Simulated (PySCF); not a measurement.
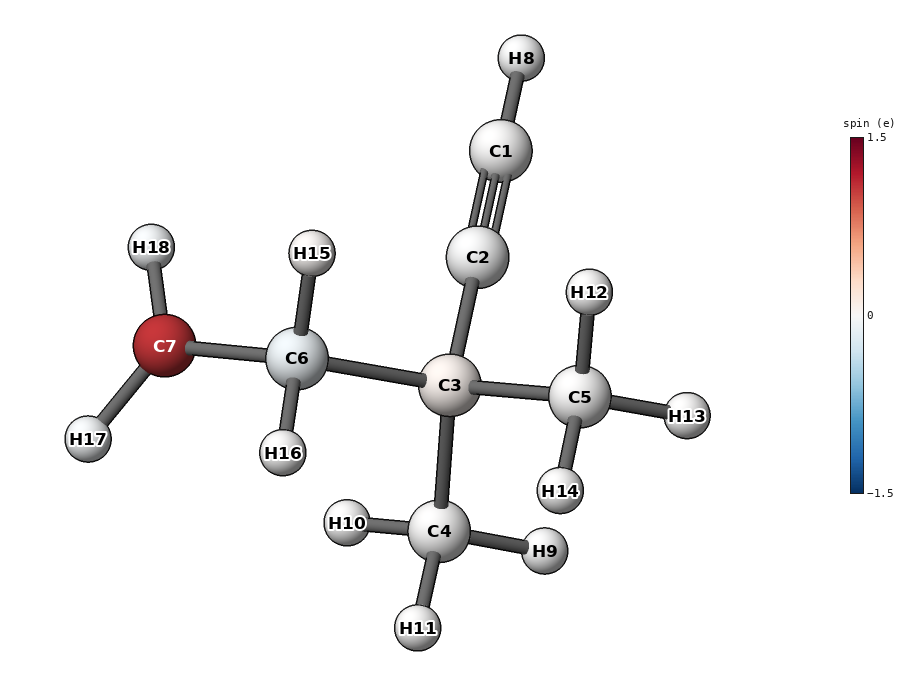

Atoms are coloured by their Mulliken spin populations. State: neutral, doublet. The geometry was computed by an optimisation with GFN2-xTB. No frequency run is at hand to confirm it as a minimum. Method: UKS B3LYP, pcH-1 on C H, non-relativistic (PySCF 2.14.0).

Give the Mulliken spin populations atom by atom.

```json
{"atom": "C1", "value (e)": "0.00"}
{"atom": "C2", "value (e)": "−0.01"}
{"atom": "C3", "value (e)": "0.06"}
{"atom": "C4", "value (e)": "0.01"}
{"atom": "C5", "value (e)": "0.00"}
{"atom": "C6", "value (e)": "−0.09"}
{"atom": "C7", "value (e)": "1.07"}
{"atom": "H8", "value (e)": "0.00"}
{"atom": "H9", "value (e)": "0.00"}
{"atom": "H10", "value (e)": "0.00"}
{"atom": "H11", "value (e)": "0.00"}
{"atom": "H12", "value (e)": "0.00"}
{"atom": "H13", "value (e)": "0.00"}
{"atom": "H14", "value (e)": "0.00"}
{"atom": "H15", "value (e)": "0.03"}
{"atom": "H16", "value (e)": "0.00"}
{"atom": "H17", "value (e)": "−0.05"}
{"atom": "H18", "value (e)": "−0.04"}
```

Mulliken values depend strongly on the basis set.
